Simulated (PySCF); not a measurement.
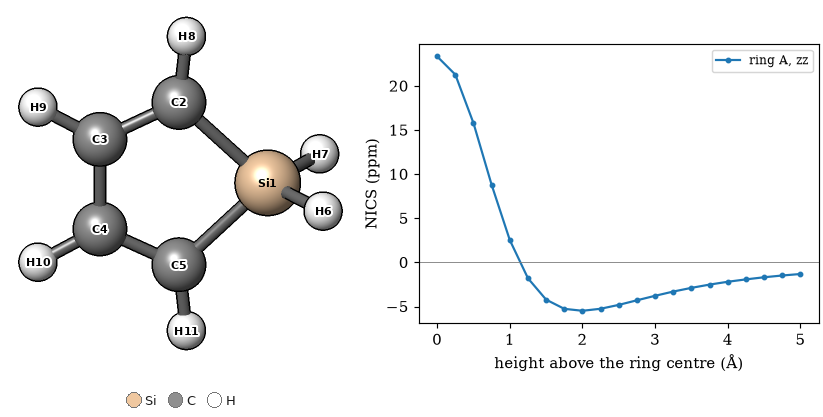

Figure. C₄H₆Si, SMILES `[SiH2]1C=CC=C1`. GIAO NICS scans along the ring normals; ring A: 5-membered ring Si1/C2/C3/C4/C5.

Computed with PySCF, HF/6-311G**, geometry: GFN2-xTB. No frequency check shows the geometry to be a minimum.

Input script:

```python
import numpy as np
from pyscf import gto, scf, dft
from pyscf.prop import nmr
from pyscf.data import nist

def solve(mol, dm0=None, hcore=None):
    mf = scf.UHF(mol) if mol.spin else scf.RHF(mol)
    mf.conv_tol, mf.max_cycle = 1e-8, 80
    if hcore is not None:
        mf.get_hcore = lambda *args: hcore
    mf.kernel(dm0)
    if not mf.converged:
        mf = mf.newton().run(mf.mo_coeff, mf.mo_occ, max_cycle=30)
    assert mf.converged, 'SCF not converged'
    return mf

mol = gto.M(atom='''
Si     1.24067    -0.00009     0.00003
C     -0.10763     1.31966     0.00000
C     -1.30804     0.72853     0.00012
C     -1.30831    -0.72817    -0.00010
C     -0.10812    -1.31975    -0.00005
H      2.05567    -0.00125     1.21570
H      2.05560     0.00035    -1.21587
H      0.00625     2.39092     0.00021
H     -2.24965     1.26116    -0.00021
H     -2.25012    -1.26046     0.00027
H      0.00537    -2.39105    -0.00027
''', basis='6-311g**', charge=0, spin=0, verbose=4)
mf = solve(mol)
calc = nmr.RHF(mf)
calc.cphf = True
nuclei = calc.kernel()
mo1 = calc.mo10
# ring centres and points 1 angstrom above and below them
points = np.array([
    [-0.3183, 0.0000, -0.0000],
    [-0.3183, -0.0000, 1.0000],
    [-0.3183, 0.0001, -1.0000],
]) / nist.BOHR
mol.atom_coord = lambda i, unit='Bohr': points[i]
idx = range(len(points))
sigma = (calc.dia(shielding_nuc=idx) + calc.para(mo10=mo1, shielding_nuc=idx)[0]) * nist.ALPHA**2 * 1e6
for p, t in zip(points, sigma):
    print('NICS at %8.4f %8.4f %8.4f  %8.2f ppm' % (*(p * nist.BOHR), -t.trace() / 3))
occ = mf.mo_coeff[:, mf.mo_occ > 0]
dm1 = np.array([mf.mo_coeff @ (2 * x) @ occ.T for x in mo1])
np.savez('result.npz', sigma=sigma, nuclei=nuclei, dm0=mf.make_rdm1(), dm1=dm1, e=mf.e_tot, eps=mf.mo_energy, occ=mf.mo_occ)
```

Command:

```sh
OMP_NUM_THREADS=1 python input.py
```

The run took 18 s on 1 thread of Arm Neoverse V2, with other jobs on the host, peak memory 0.42 GiB.

The script gives the values at the ring points; maps and scans were evaluated afterwards from its response orbitals, outside that time.

Question: What does each scan say about the ring current?

Answer: Ring A is neither clearly shielded nor deshielded above its centre; an sp³ atom breaks the ring's conjugation, so the values mix its σ bonds and separate π bonds and show no closed π ring current: NICSzz reaches +23.4 ppm at 0.00 Å; NICS(0) = +1.4, NICS(1) = −1.0, NICS(1)zz = +2.5 ppm.
